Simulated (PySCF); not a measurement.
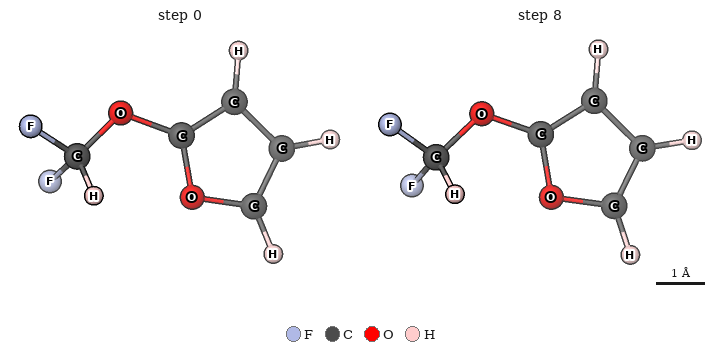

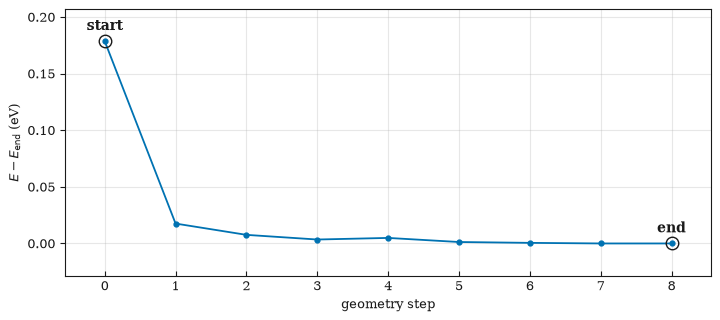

First and last geometry of a relaxation of C₅H₄F₂O₂, with the history of the run. A ball-and-stick model, seen at a tilt.

The start comes from GFN2-xTB. Its atoms were then displaced at random by about 0.01 Å.

These are results of PySCF, PBE0-D3(BJ)/def2-SVP geometry optimisation, gas phase, not measurements. 

**What do the curves and the structures tell?**

It converged. An F atom moves most after the best rigid fit: 0.11 Å. Largest moves by element: F 0.11 Å, H 0.08 Å, O 0.06 Å, C 0.03 Å. Near-neighbour distances that change, for instance: C–O 1.399 → 1.342 Å, C–O 1.325 → 1.374 Å, C–F 1.379 → 1.338 Å, C–C 1.411 → 1.435 Å. Bond angles that change, for instance: O–C–H 119.7° → 115.9°, C–C–H 130.9° → 134.4°, O–C–H 115.5° → 112.4°. Over 8 geometry steps the energy falls by 0.179 eV. The run took 47 s on 1 thread of AMD EPYC 9R45 96-Core Processor, on a shared host.
